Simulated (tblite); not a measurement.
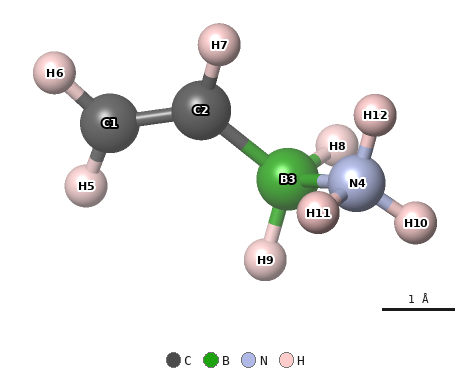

*The structure as given in the input (ball-and-stick view, seen at a tilt; atoms are numbered from 1 in the order of the input).*

C$_{2}$H$_{8}$BN: molecular dynamics (part 1 of 2)

C$_{2}$H$_{8}$BN, SMILES C=C[BH2-][NH3+], computed with GFN2-xTB Langevin dynamics, gas phase (tblite 0.8.0).

**Input file**
```
{"job": {"kind": "md", "xc": "GFN2-xTB", "basis": "xTB", "temperature": 300, "steps": 2000, "every": 50}, "charge": 0, "multiplicity": 1}
C      2.077601    -0.170810     0.045655
C      0.816236    -0.215807     0.443781
B     -0.463691    -0.476492    -0.474839
N     -1.605455     0.602760     0.074255
H      2.337738    -0.289378    -0.994636
H      2.912481    -0.029300     0.719736
H      0.644103    -0.096784     1.516218
H     -0.942044    -1.555279    -0.291031
H     -0.306813    -0.219806    -1.625799
H     -2.474875     0.467130    -0.428299
H     -1.253315     1.541233    -0.077323
H     -1.740767     0.441848     1.066253
```

The first line tells a small driver script what to run in tblite; the rest is the geometry in Å.

Command:
```bash
OMP_NUM_THREADS=1 python <driver script> task.json out
```

**The program's output**
```
t/fs     T/K      E/eV
    0.0   261.5   -339.12815
   25.0   203.7   -338.88111
   50.0   223.2   -338.78415
   75.0   217.3   -338.83708
  100.0   212.4   -338.79147
  125.0   233.9   -338.78219
  150.0   206.6   -338.69813
  175.0   431.3   -338.79449
  200.0   306.5   -338.73370
  225.0   234.4   -338.57402
  250.0   366.1   -338.68185
  275.0   310.2   -338.83952
  300.0   356.0   -338.77829
  325.0   416.4   -338.76155
  350.0   297.4   -338.60409
  375.0   304.0   -338.73835
  400.0   384.1   -338.79968
  425.0   342.6   -338.67598
  450.0   434.5   -338.74582
  475.0   297.6   -338.62841
  500.0   405.1   -338.69421
  525.0   404.0   -338.85331
  550.0   495.0   -338.66719
  575.0   463.4   -338.63865
  600.0   378.8   -338.42744
  625.0   436.5   -338.61273
  650.0   275.0   -338.33886
  675.0   375.9   -338.59718
  700.0   258.0   -338.28856
  725.0   551.4   -338.50675
  750.0   455.7   -338.68230
  775.0   383.2   -338.54575
  800.0   363.8   -338.69533
  825.0   266.3   -338.65660
  850.0   381.5   -338.73756
  875.0   421.7   -338.71445
  900.0   465.5   -338.65167
  925.0   400.1   -338.42576
  950.0   579.7   -338.53974
  975.0   547.6   -338.23957
 1000.0   556.4   -338.47490
```

**Trajectory as extended XYZ (Å, eV, eV/Å), 38 of the 41 frames kept, from step=0 to step=40**
```
12
Properties=species:S:1:pos:R:3:forces:R:3 step=0 time_fs=0.0 energy=-339.12815 temperature=261.5
C     2.0776   -0.1708    0.0457   -0.0041   0.0004   0.0045
C     0.8162   -0.2158    0.4438    0.0084   0.0044  -0.0019
B    -0.4637   -0.4765   -0.4748    0.0021   0.0034   0.0010
N    -1.6055    0.6028    0.0743    0.0022   0.0017  -0.0021
H     2.3377   -0.2894   -0.9946   -0.0039  -0.0029   0.0012
H     2.9125   -0.0293    0.7197    0.0006   0.0013  -0.0003
H     0.6441   -0.0968    1.5162    0.0015  -0.0027  -0.0010
H    -0.9420   -1.5553   -0.2910   -0.0052   0.0015   0.0036
H    -0.3068   -0.2198   -1.6258   -0.0033   0.0054   0.0009
H    -2.4749    0.4671   -0.4283    0.0010   0.0003   0.0018
H    -1.2533    1.5412   -0.0773    0.0018  -0.0054  -0.0053
H    -1.7408    0.4418    1.0663   -0.0011  -0.0075  -0.0022
12
Properties=species:S:1:pos:R:3:forces:R:3 step=1 time_fs=25.0 energy=-338.88111 temperature=203.7
C     2.1178   -0.2066    0.0712    0.3723   0.9220   0.1205
C     0.8451   -0.2059    0.4413   -0.1013  -0.3089  -0.9209
B    -0.4560   -0.4484   -0.4717    0.2434   0.8606   0.6520
N    -1.6666    0.6034    0.0445   -0.1977  -0.2013   0.8765
H     2.5175   -0.0290   -0.9223   -0.4732  -0.4841  -0.0097
H     2.8868   -0.1258    0.8311    0.1499  -0.1284   0.0145
H     0.7211   -0.2272    1.5012   -0.3287  -0.1080   0.7911
H    -0.9213   -1.4904   -0.3005   -0.2521  -0.9115   0.1558
H    -0.3453   -0.1449   -1.5709    0.2921   0.1072  -1.1335
H    -2.5601    0.2376   -0.2948    0.3878   0.3190  -0.0460
H    -1.4690    1.5410   -0.3322   -0.2235  -0.6165   0.6114
H    -1.6824    0.5204    1.0852    0.1309   0.5498  -1.1117
12
Properties=species:S:1:pos:R:3:forces:R:3 step=2 time_fs=50.0 energy=-338.78415 temperature=223.2
C     2.0882   -0.2167    0.0905    1.0304  -0.5777  -0.6222
C     0.8284   -0.1818    0.5106    0.5260  -0.0910   0.4215
B    -0.3954   -0.3958   -0.5221   -0.1454  -0.2941   1.8952
N    -1.6854    0.5918    0.0364    0.6515  -1.2711  -0.2259
H     2.2373   -0.2460   -0.9995    0.0306   0.1099   0.4841
H     3.0795   -0.3847    0.6195   -1.5861   0.5136  -0.1328
H     0.6713   -0.2173    1.6165   -0.0735   0.0797  -0.7652
H    -0.7560   -1.5160   -0.3397   -0.2590  -0.1035  -0.0704
H    -0.2214   -0.1579   -1.6220    0.2283   0.4427  -1.0056
H    -2.5385    0.0991   -0.1321   -0.4748  -0.3006   0.1422
H    -1.6422    1.3750   -0.5531    0.1110   1.3174  -0.5161
H    -1.5048    0.7753    1.0028   -0.0388   0.1748   0.3954
12
Properties=species:S:1:pos:R:3:forces:R:3 step=3 time_fs=75.0 energy=-338.83708 temperature=217.3
C     2.0477   -0.2522    0.0576    0.3965   0.3336   0.9149
C     0.7963   -0.1624    0.5058    1.4026  -0.3007   1.7238
B    -0.4224   -0.4206   -0.4239   -0.4866  -0.5863  -1.3950
N    -1.5976    0.5941   -0.0082   -0.3950   0.7401   1.0019
H     2.2126   -0.4737   -0.9717    0.1507   0.0194  -0.4419
H     2.9814   -0.0943    0.6501   -0.9710  -0.2153  -0.3499
H     0.7046   -0.0238    1.6407   -0.1282   0.0571  -1.3918
H    -0.9646   -1.5111   -0.3878    0.4868   0.1713   0.2116
H    -0.1406   -0.1343   -1.5821   -0.1751  -0.1831   0.4262
H    -2.4751    0.1001    0.0069   -0.2587  -0.1820   0.1415
H    -1.6767    1.3072   -0.7185    0.1593   0.3578   0.1541
H    -1.4014    0.9797    0.9403   -0.1813  -0.2120  -0.9953
12
Properties=species:S:1:pos:R:3:forces:R:3 step=4 time_fs=100.0 energy=-338.79147 temperature=212.4
C     2.1076   -0.2102    0.1023   -0.2688  -0.0054  -1.1609
C     0.8330   -0.1728    0.4382   -0.2396  -0.4363   0.5950
B    -0.4279   -0.6035   -0.3917   -1.2649  -0.2583  -1.3173
N    -1.6667    0.7022   -0.0356   -0.5577  -1.8629   0.1305
H     2.4859   -0.4652   -0.8785   -0.3581  -0.0380  -0.1005
H     2.8617    0.1205    0.7434    1.0463   0.2327   1.0559
H     0.6820    0.0338    1.5075   -0.1890   0.2425  -0.2153
H    -0.9945   -1.6506   -0.0965    0.3852   0.7226   0.2438
H    -0.3682   -0.5596   -1.6229    0.1905   0.1840   0.8423
H    -2.5955    0.3147    0.2117    0.8015   0.2640  -0.4763
H    -1.7185    1.3748   -0.7678   -0.0304   0.3408  -0.4879
H    -1.2623    1.0731    0.7848    0.4852   0.6144   0.8907
12
Properties=species:S:1:pos:R:3:forces:R:3 step=5 time_fs=125.0 energy=-338.78219 temperature=233.9
C     2.0885   -0.1769    0.0933    1.1192   0.0053  -1.1089
C     0.8282   -0.1848    0.4194   -1.4840   0.1092  -0.3722
B    -0.5184   -0.6442   -0.3537   -0.0866   0.1535   0.6357
N    -1.5649    0.6968   -0.0604    0.2449   0.7945   1.3267
H     2.3803   -0.4284   -0.9240    0.0965  -0.1503   0.2327
H     2.9035    0.1182    0.7377   -0.0243   0.0184   0.1144
H     0.5881    0.1557    1.4099   -0.0368   0.0500   0.6727
H    -0.9327   -1.5844    0.2844   -0.2430   0.3149  -0.2449
H    -0.6545   -0.7851   -1.5286    0.4724   0.0823   0.1389
H    -2.5197    0.4276    0.0779   -0.7133  -0.5240  -0.8224
H    -1.4418    1.4158   -0.7718   -0.1462  -0.4089  -0.0788
H    -1.4375    1.1864    0.8488    0.8010  -0.4448  -0.4940
12
Properties=species:S:1:pos:R:3:forces:R:3 step=6 time_fs=150.0 energy=-338.69813 temperature=206.6
C     2.0202   -0.1651   -0.0321   -0.5514   0.2290   1.1289
C     0.7828   -0.1340    0.4856    1.5064   0.7816   0.4798
B    -0.5415   -0.6529   -0.2567    1.0425   0.0762   0.8219
N    -1.4992    0.6564   -0.0788   -0.4931   0.3867   1.3108
H     2.1603   -0.6363   -0.9690    0.4043  -0.3279  -0.5934
H     2.9175    0.2166    0.4944   -0.6732  -0.2343  -0.4722
H     0.7699    0.4471    1.4331   -0.4536  -0.5044  -0.1715
H    -1.0291   -1.6076    0.2504   -0.2637   0.1094   0.1611
H    -0.1375   -0.8578   -1.3233   -0.6737   0.0311  -1.0379
H    -2.4953    0.4667   -0.0769   -0.1698  -0.0644  -1.0989
H    -1.1675    1.4259   -0.6613   -0.4124  -0.3379  -0.0027
H    -1.4315    0.9563    0.9117    0.7377  -0.1451  -0.5259
12
Properties=species:S:1:pos:R:3:forces:R:3 step=8 time_fs=200.0 energy=-338.73370 temperature=306.5
C     2.0822   -0.0151   -0.1369   -0.1824  -0.2753  -1.7116
C     0.9159   -0.0007    0.4776   -0.6652  -0.2021  -0.3822
B    -0.5197   -0.7037    0.1195    0.5461   0.5166  -0.1376
N    -1.6356    0.4757   -0.2558    0.7264   1.1102   1.1062
H     2.0788   -0.4402   -1.1674    0.4006   0.1238   0.8656
H     3.0238    0.4389    0.1696   -0.3994  -0.1302   0.1356
H     0.8713    0.4932    1.4222    0.1423   0.3555   0.7894
H    -0.9260   -1.0679    1.1672   -0.2417  -0.7509  -0.0037
H    -0.6677   -1.3659   -0.8706    0.5793  -0.3273   0.4055
H    -2.4086   -0.1105   -0.5255   -0.1728   0.5175  -0.3438
H    -1.2025    1.1128   -0.9356   -0.6965  -0.5655   0.1000
H    -1.8235    0.9997    0.6185   -0.0367  -0.3724  -0.8234
12
Properties=species:S:1:pos:R:3:forces:R:3 step=9 time_fs=225.0 energy=-338.57402 temperature=234.4
C     1.9993    0.0873   -0.2475    0.7346  -0.2024  -1.0417
C     0.9279    0.0423    0.4964   -1.8230  -0.1061   0.8268
B    -0.4340   -0.8196    0.3421   -0.0791   1.0149  -2.5217
N    -1.6294    0.4239   -0.3071    1.1141  -0.7931  -0.7889
H     2.1063   -0.5305   -1.1283    0.0495  -0.2754   0.1162
H     2.8405    0.7477   -0.0892   -0.0745   0.1414   0.1303
H     0.8480    0.7951    1.2581    0.2521   0.2827   0.7113
H    -1.1448   -1.1988    1.1749    0.3735  -0.4082   0.6533
H    -0.4787   -1.3303   -0.7505    0.3678  -0.8786   0.6381
H    -2.4349   -0.1118   -0.5709   -0.2186   0.0377  -0.1338
H    -1.1823    0.9071   -1.0764   -0.1783  -0.0967   0.0036
H    -1.7726    1.0100    0.4521   -0.5182   1.2837   1.4066
12
Properties=species:S:1:pos:R:3:forces:R:3 step=10 time_fs=250.0 energy=-338.68185 temperature=366.1
C     1.8756    0.1865   -0.2838    0.7320  -0.1471  -0.3490
C     0.8171    0.1976    0.5023    0.8822   0.1066  -0.3043
B    -0.3710   -0.8196    0.3143   -1.0033  -0.2723  -0.0201
N    -1.5323    0.2413   -0.2816    2.0305   1.1604   0.0401
H     1.9452   -0.4777   -1.1328    0.0168  -0.1034   0.0659
H     2.7723    0.7646   -0.1028   -0.0572   0.2507  -0.1173
H     0.8878    0.9586    1.2823   -0.4394  -0.3350   0.2222
H    -0.8125   -1.0498    1.4197    0.1049  -0.6808  -0.4960
H    -0.2796   -1.7203   -0.6013    0.0268   0.9803   1.3935
H    -2.4335   -0.1289   -0.3979   -1.4315  -0.2639   0.3852
H    -1.1495    0.3987   -1.2087   -0.0415   0.3453   0.0697
H    -1.3668    1.0785    0.3283   -0.8203  -1.0408  -0.8899
12
Properties=species:S:1:pos:R:3:forces:R:3 step=11 time_fs=275.0 energy=-338.83952 temperature=310.2
C     1.8478    0.3381   -0.3361   -0.7107   0.4039   1.1295
C     0.8538    0.2422    0.5688    0.4664   0.0692  -0.9518
B    -0.3714   -0.8408    0.4007    1.0629   0.0436   0.6114
N    -1.5106    0.1082   -0.3506   -0.8760  -1.4378  -0.7003
H     2.0060   -0.4640   -1.0381    0.0447   0.2444  -0.1762
H     2.5280    1.2042   -0.3554   -0.1151  -0.6876  -0.0020
H     0.8078    1.0553    1.3205   -0.1782  -0.4740  -0.4100
H    -0.8272   -1.1781    1.4921    0.1331   0.0733  -0.7910
H    -0.0399   -1.7611   -0.3735   -0.5698   0.7323   0.6877
H    -2.4242   -0.3294   -0.1775    0.3156   0.3708   0.2526
H    -1.3719   -0.0349   -1.3550    0.2903   0.5305   0.3509
H    -1.5040    1.0746   -0.0652    0.1368   0.1315  -0.0007
12
Properties=species:S:1:pos:R:3:forces:R:3 step=12 time_fs=300.0 energy=-338.77829 temperature=356.0
C     1.8014    0.4769   -0.3435    0.1238   0.8110   0.6539
C     0.8368    0.2928    0.5602    0.8057   0.2020  -0.1715
B    -0.3064   -0.8606    0.4920    0.8321   1.2290   0.5892
N    -1.5369   -0.0365   -0.4338   -0.2106  -1.4793  -0.2524
H     1.9759   -0.1355   -1.1958   -0.2376  -0.3684  -0.4403
H     2.5238    1.3097   -0.2631   -0.3127  -0.5065   0.0590
H     0.9502    0.9867    1.4139   -0.5889  -0.3292  -0.3037
H    -0.6353   -1.1209    1.6206   -0.5881   0.1575  -0.4729
H     0.1193   -1.7824   -0.0623   -0.2141  -0.5427  -0.6297
H    -2.3922   -0.5016   -0.0931    0.4902   0.6615  -0.3202
H    -1.4611   -0.1486   -1.4695    0.1019   0.0960   1.2499
H    -1.4426    0.9296   -0.1629   -0.2017   0.0692   0.0388
12
Properties=species:S:1:pos:R:3:forces:R:3 step=13 time_fs=325.0 energy=-338.76155 temperature=416.4
C     1.7251    0.6421   -0.3340    0.7834  -1.1971  -2.0229
C     0.8163    0.3443    0.5575   -0.3366   0.0761  -0.1480
B    -0.2972   -0.8004    0.4929    0.4520  -0.1633   1.0969
N    -1.4731   -0.2542   -0.4212   -0.3635   1.8471   0.3820
H     1.8905    0.1071   -1.2916   -0.6691  -0.0982   0.5237
H     2.5435    1.2964   -0.2496    0.5464   1.2000   0.6324
H     0.8632    0.9852    1.4071   -0.1441   0.2874   0.8726
H    -0.6895   -0.9924    1.6002   -0.2843  -0.1397   0.0465
H     0.1000   -1.7599   -0.0299    0.2506  -0.7220  -0.2534
H    -2.3660   -0.7377   -0.4345    0.0471   0.1900   0.2661
H    -1.0345   -0.3287   -1.3071    0.2113   0.0500  -1.0466
H    -1.5108    0.7667   -0.1689   -0.4930  -1.3302  -0.3493
12
Properties=species:S:1:pos:R:3:forces:R:3 step=14 time_fs=350.0 energy=-338.60409 temperature=297.4
C     1.6724    0.7879   -0.3436   -0.9240  -1.0193  -0.5176
C     0.8629    0.4113    0.6434   -0.0460   0.1521   0.5841
B    -0.1666   -0.8339    0.6759   -0.2639   1.0367  -1.4665
N    -1.5194   -0.3863   -0.6005    2.5330   0.2784  -0.7267
H     1.6757    0.2802   -1.3088   -0.0823  -0.1525   0.2262
H     2.3286    1.6152   -0.3535    0.4646   0.7338   0.4109
H     0.9377    1.0377    1.5539   -0.1056  -0.3934  -0.3688
H    -0.9630   -1.0201    1.4665   -0.2962   0.2499   1.5026
H     0.1527   -1.8408    0.2017    0.6351  -0.4399  -0.3845
H    -1.8469   -1.3195   -0.6430   -0.4328  -0.5143  -0.4965
H    -0.9957   -0.0328   -1.4229   -0.6177  -0.6777   0.6881
H    -2.1901    0.2760   -0.3269   -0.8643   0.7460   0.5488
12
Properties=species:S:1:pos:R:3:forces:R:3 step=15 time_fs=375.0 energy=-338.73835 temperature=304.0
C     1.5415    0.9050   -0.3346   -1.4893  -0.5988   0.5547
C     0.8188    0.4383    0.7123    1.1967   1.4573  -1.3078
B    -0.1396   -0.7477    0.6162   -2.0733  -1.8557   0.7106
N    -1.3857   -0.5707   -0.6545   -0.4727  -0.8513   2.0764
H     1.3885    0.5148   -1.3634    0.2886   0.1595   0.9099
H     2.1663    1.7623   -0.2505    0.4600   0.3343  -0.0531
H     0.9166    0.9311    1.6882    0.2823  -0.1202  -0.4528
H    -0.8577   -0.9266    1.6203    0.4403   0.3088  -0.6223
H     0.3084   -1.7930    0.3116    0.4410  -0.1541  -0.1335
H    -1.6624   -1.4731   -1.0337    0.3969   0.3886  -0.1822
H    -1.0506    0.1166   -1.2626    0.4438   0.8045  -1.2171
H    -2.1520   -0.2284   -0.0820    0.0857   0.1269  -0.2828
12
Properties=species:S:1:pos:R:3:forces:R:3 step=16 time_fs=400.0 energy=-338.79968 temperature=384.1
C     1.4030    1.0630   -0.3422    0.5006   0.5923   2.0226
C     0.7642    0.4361    0.6380   -0.2668  -0.7701  -0.0101
B    -0.1962   -0.8808    0.6418    0.0601   0.4730   0.8806
N    -1.2409   -0.6092   -0.6150    1.4853   0.4680  -0.3229
H     1.4394    0.8273   -1.3497   -0.3236  -0.5835  -1.6314
H     2.1016    1.8553   -0.0694   -0.1933   0.0725  -0.2248
H     0.9500    0.7934    1.6357    0.1883   0.3073   0.2269
H    -0.8045   -0.9241    1.7476    0.3394  -0.1679  -1.2324
H     0.4410   -1.8681    0.3779   -0.2951   0.1692   0.1386
H    -1.2613   -1.4431   -1.1740    0.2480  -0.1403  -0.4540
H    -0.7070    0.1895   -1.0427   -1.0473  -1.0349   0.2202
H    -2.1818   -0.4153   -0.3660   -0.6955   0.6144   0.3867
12
Properties=species:S:1:pos:R:3:forces:R:3 step=17 time_fs=425.0 energy=-338.67598 temperature=342.6
C     1.2478    1.1813   -0.2644    0.5791   0.5587   2.6530
C     0.8346    0.3826    0.7121   -0.7546  -1.4318   0.1334
B    -0.1960   -0.9473    0.6713    1.4148   0.8760  -0.7156
N    -1.1350   -0.6162   -0.7536   -1.6811  -2.0431   1.4408
H     1.1030    0.9422   -1.2490   -0.5129  -0.2373  -2.2031
H     1.8274    2.0957   -0.0701   -0.1050  -0.5145  -0.1306
H     1.1283    0.5148    1.7502    0.1246   0.6470  -0.1957
H    -0.9020   -0.8381    1.6230   -0.1946  -0.3005  -0.3022
H     0.4376   -2.0150    0.5792   -0.7812   0.8854  -0.1257
H    -1.4192   -1.4205   -1.3225    0.2771  -0.1325   0.4513
H    -0.6997   -0.0062   -1.3716    1.1392   1.5663  -0.8602
H    -2.0066   -0.2309   -0.3775    0.4946   0.1265  -0.1454
12
Properties=species:S:1:pos:R:3:forces:R:3 step=18 time_fs=450.0 energy=-338.74582 temperature=434.5
C     1.0703    1.2243   -0.1106    0.7831   0.9683  -0.2889
C     0.8504    0.2979    0.7986   -1.2028  -0.5572  -0.7493
B    -0.2051   -0.8761    0.5196    1.3455  -0.0323   0.4191
N    -1.0086   -0.6169   -0.7895    0.2482  -0.2491  -2.8552
H     0.5187    1.3194   -1.0744    0.4749  -0.0846   0.9177
H     1.8618    1.9703    0.0197   -0.3080  -0.0562  -0.1837
H     1.3766    0.1773    1.7290    0.3821   0.5065  -0.0508
H    -0.9887   -0.9517    1.3532   -0.6622  -0.4179   0.9265
H     0.5216   -1.8220    0.3190   -0.5579  -0.2580   0.0576
H    -1.4325   -1.4686   -1.1206   -0.2330  -0.8151   0.3240
H    -0.3207   -0.4482   -1.5764   -0.7318   0.4462   1.1255
H    -1.7908    0.0332   -0.8253    0.4618   0.5494   0.3576
12
Properties=species:S:1:pos:R:3:forces:R:3 step=19 time_fs=475.0 energy=-338.62841 temperature=297.6
C     0.9650    1.4223    0.0969   -0.7076  -0.2465  -1.2130
C     0.8348    0.2601    0.7142   -0.7115  -0.9786  -0.1245
B    -0.1124   -1.0141    0.5608   -1.1400   1.4411  -0.8290
N    -0.9696   -0.6797   -0.9514   -1.2461  -0.0480   0.0628
H     0.3547    1.7747   -0.8217    1.1440  -0.5263   1.5717
H     1.8037    1.9774    0.4337    0.1441   1.1975  -0.2570
H     1.4722    0.0863    1.5643    0.4644   0.1823   0.1861
H    -1.0016   -0.9822    1.3083   -0.4670  -0.0061   0.5898
H     0.3919   -2.0302    0.5144    0.6501  -0.9772  -0.3607
H    -1.8518   -1.0490   -1.3528    0.3293  -0.2703   1.0298
H    -0.3469   -0.8165   -1.7082    1.2277   0.1570  -0.6105
H    -1.1555    0.3055   -0.7948    0.3125   0.0751  -0.0454
```
